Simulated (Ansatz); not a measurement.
The starting structures come from a database of crystals and need not be the phases stable at ambient conditions.

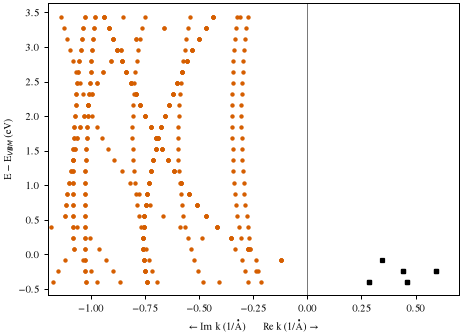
Fig. 1. Complex bands at the centre of the two-dimensional zone; PBEsol (Ansatz, a first-principles code)

The gap is the functional's own, uncorrected, and κ follows it; spin-orbit coupling is left out. Mid-gap values are interpolated between the computed energies.

Task: This is NbPO5 (P4/n, not sure to be the ambient phase, 14 atoms a cell, 12.8 Å³ an atom, -7 GPa at this level) along the normal of (001). Read off the slowest decay at the centre of the two-dimensional zone at 1.68 eV, the computed energy nearest the middle of the gap.

Result: κ ≈ 0.30 1/Å, a decay length 1/(2κ) of the density of 1.6 Å.
